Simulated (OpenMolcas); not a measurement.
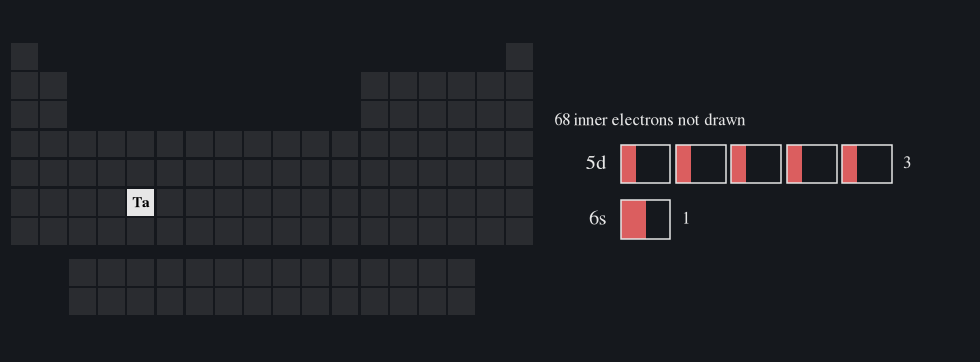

Fig. 1: Left, the place of tantalum in the periodic table; right, the outer shells of the leading configuration of the lowest level: a box for each of the 2l + 1 orbitals, shaded by the share of the shell that is filled, with the electron count at the right.

**Multiconfigurational calculation for Ta⁺ (part 1 of 2)**

Ta⁺. Computed at this level: state-averaged CASSCF, active space 4 electrons in the shells 5d 6s, basis ANO-R3, X2C scalar Hamiltonian, spin-orbit coupling by RASSI with atomic mean-field integrals (OpenMolcas).

**The input**
```
&GATEWAY
Coord
1

Ta 0.0 0.0 0.0
Basis=ANO-R3
Group=XYZ
NoMove
AngMom=0.0 0.0 0.0
AMFI
&SEWARD
&RASSCF
FileOrb=start.orb
Symmetry=1
Spin=5
nActEl=4 0 0
Inactive=15 19
Ras2=6 0
CIRoot=15 15 1
SDav=15
CIMx=300
Iter=120 100
PrWF=0.3
OrbListing=Nothing
MaxOrb=0
Atom
>>> COPY $Project.JobIph JOB001
&RASSCF
FileOrb=start.orb
Symmetry=1
Spin=3
nActEl=4 0 0
Inactive=15 19
Ras2=6 0
CIRoot=105 105 1
SDav=105
CIMx=300
Iter=120 100
PrWF=0.3
OrbListing=Nothing
MaxOrb=0
Atom
CIOnly
>>> COPY $Project.JobIph JOB002
&RASSCF
FileOrb=start.orb
Symmetry=1
Spin=1
nActEl=4 0 0
Inactive=15 19
Ras2=6 0
CIRoot=105 105 1
SDav=105
CIMx=300
Iter=120 100
PrWF=0.3
OrbListing=Nothing
MaxOrb=0
Atom
CIOnly
>>> COPY $Project.JobIph JOB003
&RASSI
NrOfJobIphs=3 15 26 14
1 2 3 4 5 6 7 8 9 10 11 12 13 14 15
1 2 3 4 5 6 7 8 9 10 11 12 13 14 15 16 17 18 19 20 21 22 23 24 25 26
1 2 3 4 5 6 7 8 9 10 11 12 13 14
IphNames
JOB001
JOB002
JOB003
EJob
SpinOrbit
DIPRint=1.0
SOCoupling=1000.0
Subsets=2
MEES
Property=10
'ANGMOM' 1 'ANGMOM' 2 'ANGMOM' 3 'MLTPL  1' 1 'MLTPL  1' 2 'MLTPL  1' 3
'AMFI' 1 'AMFI' 2 'AMFI' 3 'MLTPL  2' 6
SOProperty=3
'ANGMOM' 1 'ANGMOM' 2 'ANGMOM' 3
```

The file start.orb holds starting orbitals from an earlier step. A driver script formed the levels outside the program, from RASSI's spin-orbit matrix and the active-space energies, averaged over the components of each term or state.

Hardware: 1 thread of Intel Xeon @ 2.50GHz (Skylake/Cascade Lake), 128 GiB of memory available, shared host.

Launched with:
```bash
OMP_NUM_THREADS=1 MOLCAS_MEM=2252 MOLCAS_PROJECT=a pymolcas a.inp > a.log  # once for each step of the input, in one work folder
```

**Log (extracts)**
```
--- SEWARD ---
Basis set label: TA.ANO-R...9S7P6D4F3G2H.

      Electronic valence basis set:
      ------------------
      Associated Effective Charge  73.000000 au
      Associated Actual Charge     73.000000 au
      Nuclear Model: Finite nucleus - Gaussian distribution
        Gaussian exponent, Xi/bohr**(-2):  1.49593E+08

      Shell  nPrim  nBasis  Cartesian Spherical Contaminant
         s      25       9        X
         p      20       7        X
         d      15       6                 X
         f      10       4                 X
         g       4       3                 X
         h       3       2                 X
                  Relativistic X2C integrals
                  Atomic mean-field integrals
--- RASSCF ---
Wave function specifications:
      -----------------------------

      Number of closed shell electrons          68
      Number of electrons in active shells       4
      Max number of holes in RAS1 space          0
      Max nr of electrons in RAS3 space          0
      Number of inactive orbitals               34
      Number of active orbitals                  6
      Number of secondary orbitals              97
      Spin quantum number                      2.0
      State symmetry                             1
Orbital specifications:
      -----------------------

      Symmetry species                           1   2
                                                ag  au
      Frozen orbitals                            0   0
      Inactive orbitals                         15  19
      Active orbitals                            6   0
      RAS1 orbitals                              0   0
      RAS2 orbitals                              6   0
      RAS3 orbitals                              0   0
      Secondary orbitals                        45  52
      Deleted orbitals                           0   0
      Number of basis functions                 66  71
      Number of CSFs                            15
      Number of root(s) required                15
      Iter CI   SX   CI       RASSCF       Energy    max ROT     max BLB   max BLB  Level Ln srch  Step   QN
          iter iter root      energy       change     param      element    value   shift minimum  type update
 Nr of preliminary CI iterations:   1
      Total energies have been shifted. Add               -15000.00 au
        1   1    3    0  -599.93799725    0.00E+00   2.18E-07   10  40 2 -1.53E-06   0.12   0.00    SX    NO
        2   1    3    0  -599.93799725   -4.00E-11   1.19E-07   10  40 2  1.25E-06   0.12   0.00    SX    NO
        3   1    3    0  -599.93799725    1.46E-11  -1.59E-07   10  40 2 -1.37E-06   0.12   0.00    SX    NO
        4   1    3    0  -599.93799725   -1.82E-11   2.04E-07   10  40 2  1.52E-06   0.12   0.00    SX    NO
      Convergence after  4 iterations
        5   1    3    0  -599.93799725    7.28E-12   2.04E-07   10  40 2 -1.73E-06   0.12   0.00    SX    NO
      Natural orbitals and occupation numbers for root  1
      sym 1:   0.021904   1.000000   0.021904   0.978096   0.978096   1.000000
      Natural orbitals and occupation numbers for root  2
      sym 1:   1.000000   0.918555   0.081445   0.081445   0.918555   1.000000
      Natural orbitals and occupation numbers for root  3
      sym 1:   0.227281   0.227281   0.772719   1.000000   0.772719   1.000000
::    RASSCF root number  1 Total energy: -15599.96638003
::    RASSCF root number  2 Total energy: -15599.96638003
::    RASSCF root number  3 Total energy: -15599.96638003
::    RASSCF root number  4 Total energy: -15599.96638003
::    RASSCF root number  5 Total energy: -15599.96638003
::    RASSCF root number  6 Total energy: -15599.96638003
::    RASSCF root number  7 Total energy: -15599.96638003
::    RASSCF root number  8 Total energy: -15599.92335148
::    RASSCF root number  9 Total energy: -15599.92335148
::    RASSCF root number 10 Total energy: -15599.92335148
::    RASSCF root number 11 Total energy: -15599.90704883
::    RASSCF root number 12 Total energy: -15599.90704883
::    RASSCF root number 13 Total energy: -15599.90704883
::    RASSCF root number 14 Total energy: -15599.90704883
::    RASSCF root number 15 Total energy: -15599.90704883
--- RASSCF ---
Wave function specifications:
      -----------------------------

      Number of closed shell electrons          68
      Number of electrons in active shells       4
      Max number of holes in RAS1 space          0
      Max nr of electrons in RAS3 space          0
      Number of inactive orbitals               34
      Number of active orbitals                  6
      Number of secondary orbitals              97
      Spin quantum number                      1.0
      State symmetry                             1
Orbital specifications:
      -----------------------

      Symmetry species                           1   2
                                                ag  au
      Frozen orbitals                            0   0
      Inactive orbitals                         15  19
      Active orbitals                            6   0
      RAS1 orbitals                              0   0
      RAS2 orbitals                              6   0
      RAS3 orbitals                              0   0
      Secondary orbitals                        45  52
      Deleted orbitals                           0   0
      Number of basis functions                 66  71
      Number of CSFs                           105
      Number of root(s) required               105
      Iter CI   SX   CI       RASSCF       Energy    max ROT     max BLB   max BLB  Level Ln srch  Step   QN
          iter iter root      energy       change     param      element    value   shift minimum  type update
 Nr of preliminary CI iterations:   1
        1   1    0    0-15599.85010253    0.00E+00   0.00E+00   15  21 1 -1.53E-02*  0.00   0.00    SX    NO
      Natural orbitals and occupation numbers for root  1
      sym 1:   0.384951   0.757714   0.483824   0.757714   0.483824   1.131975
      Natural orbitals and occupation numbers for root  2
      sym 1:   0.384951   0.483824   0.757714   0.483824   0.757714   1.131975
      Natural orbitals and occupation numbers for root  3
      sym 1:   0.757714   0.384951   0.757714   0.483824   0.483824   1.131975
::    RASSCF root number  1 Total energy: -15599.94028699
::    RASSCF root number  2 Total energy: -15599.94028699
::    RASSCF root number  3 Total energy: -15599.94028699
::    RASSCF root number  4 Total energy: -15599.92271436
::    RASSCF root number  5 Total energy: -15599.92271436
::    RASSCF root number  6 Total energy: -15599.92271436
::    RASSCF root number  7 Total energy: -15599.92271436
::    RASSCF root number  8 Total energy: -15599.92271436
::    RASSCF root number  9 Total energy: -15599.92271436
::    RASSCF root number 10 Total energy: -15599.92271436
::    RASSCF root number 11 Total energy: -15599.90773630
::    RASSCF root number 12 Total energy: -15599.90773630
::    RASSCF root number 13 Total energy: -15599.90773630
::    RASSCF root number 14 Total energy: -15599.90773630
::    RASSCF root number 15 Total energy: -15599.90773630
::    RASSCF root number 16 Total energy: -15599.90773630
::    RASSCF root number 17 Total energy: -15599.90773630
::    RASSCF root number 18 Total energy: -15599.90773630
::    RASSCF root number 19 Total energy: -15599.90773630
::    RASSCF root number 20 Total energy: -15599.89812574
::    RASSCF root number 21 Total energy: -15599.89812574
::    RASSCF root number 22 Total energy: -15599.89812574
::    RASSCF root number 23 Total energy: -15599.89812574
::    RASSCF root number 24 Total energy: -15599.89812574
::    RASSCF root number 25 Total energy: -15599.89812574
::    RASSCF root number 26 Total energy: -15599.89812574
::    RASSCF root number 27 Total energy: -15599.89179143
::    RASSCF root number 28 Total energy: -15599.89179143
::    RASSCF root number 29 Total energy: -15599.89179143
::    RASSCF root number 30 Total energy: -15599.89179143
--- RASSCF ---
Wave function specifications:
      -----------------------------

      Number of closed shell electrons          68
      Number of electrons in active shells       4
      Max number of holes in RAS1 space          0
      Max nr of electrons in RAS3 space          0
      Number of inactive orbitals               34
      Number of active orbitals                  6
      Number of secondary orbitals              97
      Spin quantum number                      0.0
      State symmetry                             1
Orbital specifications:
      -----------------------

      Symmetry species                           1   2
                                                ag  au
      Frozen orbitals                            0   0
      Inactive orbitals                         15  19
      Active orbitals                            6   0
      RAS1 orbitals                              0   0
      RAS2 orbitals                              6   0
      RAS3 orbitals                              0   0
      Secondary orbitals                        45  52
      Deleted orbitals                           0   0
      Number of basis functions                 66  71
      Number of CSFs                           105
      Number of root(s) required               105
      Iter CI   SX   CI       RASSCF       Energy    max ROT     max BLB   max BLB  Level Ln srch  Step   QN
          iter iter root      energy       change     param      element    value   shift minimum  type update
 Nr of preliminary CI iterations:   1
        1   1    0    0-15599.80615516    0.00E+00   0.00E+00   15  21 1 -2.30E-02*  0.00   0.00    SX    NO
      Natural orbitals and occupation numbers for root  1
      sym 1:   0.576540   0.416603   0.514030   0.474559   0.572163   1.446105
      Natural orbitals and occupation numbers for root  2
      sym 1:   0.562848   0.374447   0.481777   0.596935   0.544549   1.439443
      Natural orbitals and occupation numbers for root  3
      sym 1:   0.371135   0.482719   0.542537   0.598006   0.566887   1.438715
::    RASSCF root number  1 Total energy: -15599.91575728
::    RASSCF root number  2 Total energy: -15599.91575728
::    RASSCF root number  3 Total energy: -15599.91575728
::    RASSCF root number  4 Total energy: -15599.91575728
::    RASSCF root number  5 Total energy: -15599.91575728
::    RASSCF root number  6 Total energy: -15599.89764735
::    RASSCF root number  7 Total energy: -15599.89764735
::    RASSCF root number  8 Total energy: -15599.89764735
::    RASSCF root number  9 Total energy: -15599.89764735
::    RASSCF root number 10 Total energy: -15599.89764735
::    RASSCF root number 11 Total energy: -15599.89764735
::    RASSCF root number 12 Total energy: -15599.89764735
::    RASSCF root number 13 Total energy: -15599.89764735
::    RASSCF root number 14 Total energy: -15599.89764735
::    RASSCF root number 15 Total energy: -15599.84634680
::    RASSCF root number 16 Total energy: -15599.84634680
::    RASSCF root number 17 Total energy: -15599.84634680
::    RASSCF root number 18 Total energy: -15599.84634680
::    RASSCF root number 19 Total energy: -15599.84634680
::    RASSCF root number 20 Total energy: -15599.84634680
::    RASSCF root number 21 Total energy: -15599.84634680
::    RASSCF root number 22 Total energy: -15599.84634680
::    RASSCF root number 23 Total energy: -15599.84634680
::    RASSCF root number 24 Total energy: -15599.84634680
::    RASSCF root number 25 Total energy: -15599.84634680
::    RASSCF root number 26 Total energy: -15599.84634680
::    RASSCF root number 27 Total energy: -15599.84634680
::    RASSCF root number 28 Total energy: -15599.84634680
::    RASSCF root number 29 Total energy: -15599.84237370
::    RASSCF root number 30 Total energy: -15599.84237370
```

(Continued in part 2.) Outcome of the run: converged.
